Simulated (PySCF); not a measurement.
# AlH2SCl3 (SMILES [SH2]->[Al]([Cl])([Cl])[Cl]): CAM-B3LYP/cc-pVDZ

What is the vertical ionisation energy of AlH2SCl3 at CAM-B3LYP/cc-pVDZ? The job is set up through a Python script.

The calculation is run with PySCF 2.14.0.

### Step 1. Starting point

AlH2SCl3 has 7 atoms, charge 0, and is taken as a singlet. As SMILES, `[SH2]->[Al]([Cl])([Cl])[Cl]`. Geometry: a GFN2-xTB relaxation, a rough one for these elements and not checked as a minimum.

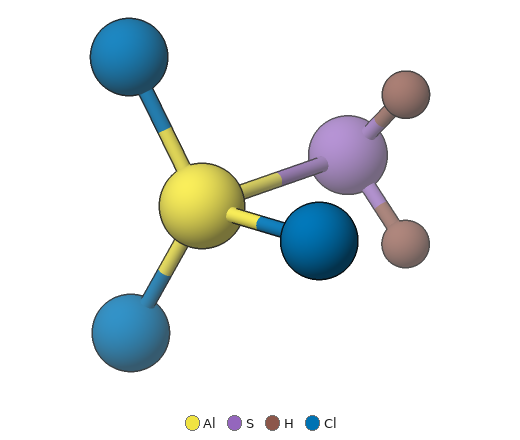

The structure, seen from a chosen angle (aluminium yellow, sulfur purple, hydrogen brown, chlorine blue).

### Step 2. A single-point energy at CAM-B3LYP/cc-pVDZ

input.py reads:

```python
from pyscf import gto, dft

mol = gto.Mole()
mol.atom = '''
Al     0.262748    -0.450473    -2.066000
S      0.267982    -0.449944     3.106029
H      0.958469     1.968490     3.163118
H     -2.180158     0.125516     3.153140
Cl     4.093751    -0.359067    -2.507780
Cl    -1.678946     2.897045    -2.360646
Cl    -1.723846    -3.731567    -2.487862
'''
mol.spin = 0
mol.basis = 'cc-pvdz'
mol.verbose = 3
mol.charge = 0
mol.max_memory = 1860
mol.unit = 'bohr'
mol.build()

mf = dft.RKS(mol, xc='cam-b3lyp')
mf.grids.level = 8
mf.conv_tol = 1e-10
mf.kernel()
if not mf.converged:
    mf = mf.newton().run(mf.mo_coeff, mf.mo_occ)

e_tot = mf.e_tot
print('Final energy', e_tot)
```

On the command line:

```sh
$ OMP_NUM_THREADS=1 python input.py
```

Output:

```text
converged SCF energy = -2022.70421868047
Final energy -2022.7042186804729
```

Wall time 86 s (1 thread of Arm Neoverse V1, shared host); peak memory 0.57 GiB.

### Step 3. The doublet cation, same level

geometry.xyz reads:

```xyz
7

Al     0.139040    -0.238380    -1.093280
S      0.141810    -0.238100     1.643640
H      0.507200     1.041680     1.673850
H     -1.153690     0.066420     1.668570
Cl     2.166320    -0.190010    -1.327060
Cl    -0.888460     1.533050    -1.249200
Cl    -0.912220    -1.974660    -1.316520
```

calc.py reads:

```python
from pyscf import gto, dft

mol = gto.M(
    atom='geometry.xyz',
    verbose=3,
    charge=1,
    basis='cc-pvdz',
    max_memory=1860,
    spin=1,
)

mf = dft.UKS(mol)
mf.xc = 'cam-b3lyp'
mf.grids.level = 8
mf.conv_tol = 1e-10
mf.kernel()
if not mf.converged:
    mf = mf.newton().run(mf.mo_coeff, mf.mo_occ)

energy = mf.e_tot
print('E = %.10f Eh' % energy)
```

On the command line:

```sh
$ OMP_NUM_THREADS=1 python calc.py
```

Output:

```text
WARN: HOMO -0.507091663885596 >= LUMO -0.506121279585696

converged SCF energy = -2022.29792674488  <S^2> = 0.75868872  2S+1 = 2.0086699
E = -2022.2979267449 Eh
```

It took 4.8 min on 1 thread of Arm Neoverse V1, shared host; peak memory 0.58 GiB.

### Step 4. What came out

At CAM-B3LYP/cc-pVDZ:

```
                                          quantity           value
                    singlet AlH2SCl3: total energy  -2022.70422 Eh
                   singlet AlH2SCl3: dipole moment          3.50 D
                     singlet AlH2SCl3: HOMO energy       -10.11 eV
                     singlet AlH2SCl3: LUMO energy         1.02 eV
                   singlet AlH2SCl3: HOMO–LUMO gap        11.13 eV
                      doublet cation: total energy  -2022.29793 Eh
doublet cation: HOMO energy (highest over α and β)       -15.00 eV
 doublet cation: LUMO energy (lowest over α and β)       -11.98 eV
                              doublet cation: ⟨S²⟩           0.759
vertical ionisation energy (to the doublet cation)       11.056 eV
```

**Reading.** The vertical ionisation energy comes to 11.06 eV (255 kcal/mol). −ε(HOMO) before ionisation, 10.11 eV, is 0.94 eV below this ionisation energy. Mulliken charges (singlet AlH2SCl3) run from -0.21 on Cl6 to +0.37 on Al1.
